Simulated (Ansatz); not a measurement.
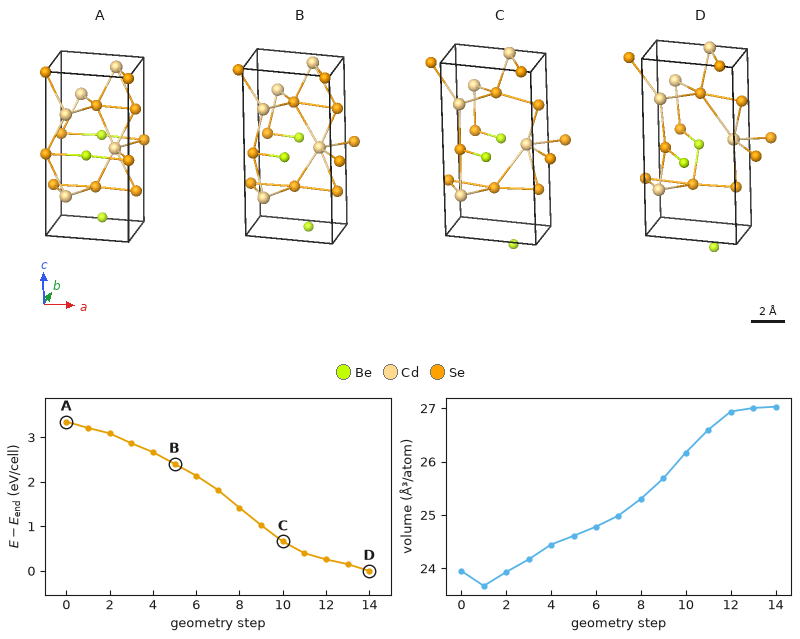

Frames of a relaxation of solid BeCd$_{2}$Se$_{3}$ (a generated structure, set up in P1) (coarse preliminary run), marked on the history of the run. A ball-and-stick model of the cell of the calculation, seen slightly off an axis.

Level of theory: DFT PBE, scalar-relativistic, plane waves, PAW in Ansatz.

Input file:
```yaml
crystal:
  lattice:
    - [0.010915121, -0.0852676151, 5.2247481277]
    - [5.2293034478, -0.009392962, 0.0111136072]
    - [-0.0187859239, 10.5232352653, -0.1736363301]
  atoms:
    - { symbol: Be, position: [0.4986578707, -0.0077241234, 0.0063927711] }
    - { symbol: Be, position: [0.4912231106, -0.0025761413, 0.5076561292] }
    - { symbol: Cd, position: [0.2401149487, 0.0094025646, 0.2473195146] }
    - { symbol: Cd, position: [0.2432417571, 0.0005487672, 0.7476847655] }
    - { symbol: Cd, position: [0.7585276819, 0.5070070776, -0.005731465] }
    - { symbol: Cd, position: [0.7465102337, 0.4813739414, 0.5011219317] }
    - { symbol: Se, position: [0.0017212031, 0.4994470349, 0.2490544238] }
    - { symbol: Se, position: [-0.009199803, 0.5047092518, 0.7471237742] }
    - { symbol: Se, position: [-0.0038085534, 0.0182247052, -0.0059855118] }
    - { symbol: Se, position: [0.0024382003, -0.0026012182, 0.4981530335] }
    - { symbol: Se, position: [0.5103369736, 0.4937403973, 0.2558700059] }
    - { symbol: Se, position: [0.5202363768, 0.4984477429, 0.7513406273] }
basis:
  ecutwfc: 420
kpoints:
  mp_grid: { grid: [4, 4, 2] }
hamiltonian:
  xc: pbe
scf:
  occupations: { method: gaussian, width: 0.2 }
  lower_state_search: "off"
output:
  forces: true
  stress: true
  eigenvalues: true
relax:
  adjacent_minimum: "off"
  f_tol: 0.025
  max_steps: 60
  cell: { stress_tol: 0.25 }
```

Run as
```bash
ansatz run input.yaml --threads 1 --pin off --max-ram 2560MiB --backend cpu --events-out ev --progress --plain --runs-dir out
```

> What happens along the run?

The run was cut off at its time limit before the relaxation converged, so the last structure is only a point on the way. The energy falls by 3.354 eV per cell of the calculation in 14 geometry steps. Largest force component: 1 eV/Å at the start, 0.35 eV/Å at the end. Pressure: 0.29 GPa at the start and 0.04 GPa at the end. The largest move relative to the cell is that of Be1, 1.74 Å along [2 −2 −3]. Largest moves by element: Be 1.74 Å, Se 1.34 Å, Cd 1.14 Å. The drawn cell changes as follows: a 5.225 → 5.727 Å (+9.6 %), b 5.229 → 4.996 Å (−4.5 %), c 10.525 → 11.372 Å (+8.0 %), α 90.2° → 91.8°, β 91.9° → 94.1°, γ 89.8° → 89.5°; the volume changes by +12.8 %. Near-neighbour distances that change, for instance: Be1–Se9 2.628 → 4.635 Å, Be2–Se10 2.676 → 4.517 Å, Be1–Se12 3.722 → 2.106 Å, Be2–Se11 3.733 → 2.510 Å. New bonds form: Be1–Se12 (3.72 → 2.11 Å), Be2–Se11 (3.73 → 2.51 Å). Bonds break: Be1–Se9 (2.63 → 4.64 Å). Bond angles that change, for instance: Be2–Se10–Cd4 63.7° → 108.4°, Cd3–Se10–Cd4 129.2° → 165.8°, Be1–Se9–Cd4 120.7° → 84.3°. The space group stays P1 (No. 1). From step 0 to 5: Be1 moves most (0.57 Å), volume +2.7 %, energy −0.947 eV per cell of the calculation. From step 5 to 10: Be1 moves most (1.00 Å), volume +6.3 %, energy −1.745 eV per cell of the calculation. From step 10 to 14: Be2 moves most (0.68 Å), volume +3.3 %, energy −0.662 eV per cell of the calculation.

| step | E − E(0), meV/atom | largest force component, eV/Å | pressure, GPa | volume, Å³/atom |
| --- | --- | --- | --- | --- |
| 0 | 0.00 | 1.0060 | 0.29 | 23.953 |
| 1 | -11.72 | 0.3935 | 0.52 | 23.673 |
| 2 | -21.83 | 0.6948 | -0.01 | 23.934 |
| 3 | -40.38 | 0.4162 | 0.45 | 24.169 |
| 4 | -56.92 | 0.7540 | 0.38 | 24.448 |
| 5 | -78.95 | 0.5573 | 0.35 | 24.610 |
| 6 | -100.93 | 0.5745 | 0.45 | 24.783 |
| 7 | -127.73 | 0.5900 | 0.56 | 24.989 |
| 8 | -161.17 | 0.5948 | 0.76 | 25.304 |
| 9 | -193.76 | 0.5330 | 0.82 | 25.687 |
| 10 | -224.34 | 0.3822 | 0.54 | 26.172 |
| 11 | -246.28 | 0.3794 | 0.14 | 26.597 |
| 12 | -257.95 | 0.3095 | -0.27 | 26.940 |
| 13 | -266.73 | 0.2458 | -0.15 | 27.007 |
| 14 | -279.47 | 0.3543 | 0.04 | 27.031 |
